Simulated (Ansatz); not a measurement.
# TiO2, pressure series

The parent structure is TiO$_{2}$ in the anatase structure (space group I4_1/amd, No. 141).

```
TiO2
1.0
   -1.88893     1.88893     4.79189
    1.88893    -1.88893     4.79189
    1.88893     1.88893    -4.79189
Ti O
2 4
Direct
  0.50000   0.50000   0.00000
  0.25000   0.75000   0.50000
  0.29273   0.29273   0.00000
  0.04273   0.54273   0.50000
  0.45727   0.95727   0.50000
  0.70727   0.70727   0.00000
```

Cell and atoms are relaxed at each pressure.

Method: Ansatz (an electronic-structure program) r2SCAN, spin-orbit coupling left out.

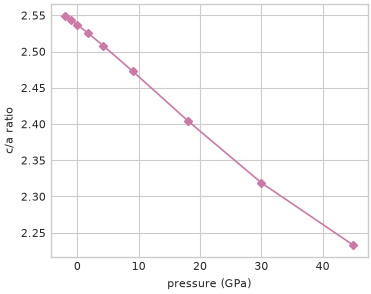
Figure: c/a ratio against pressure

```
pressure (GPa)  c/a ratio
--------------  ---------
-2                  2.550
-1                  2.543
1.8                 2.525
4.2                 2.508
9                   2.473
18                  2.405
30                  2.319
45                  2.233
```

Load acts through the strain it causes; cell and atoms are relaxed under it. Stability against distortions was not tested. Competing high-pressure phases were not computed. The final runs are not spin-polarised.
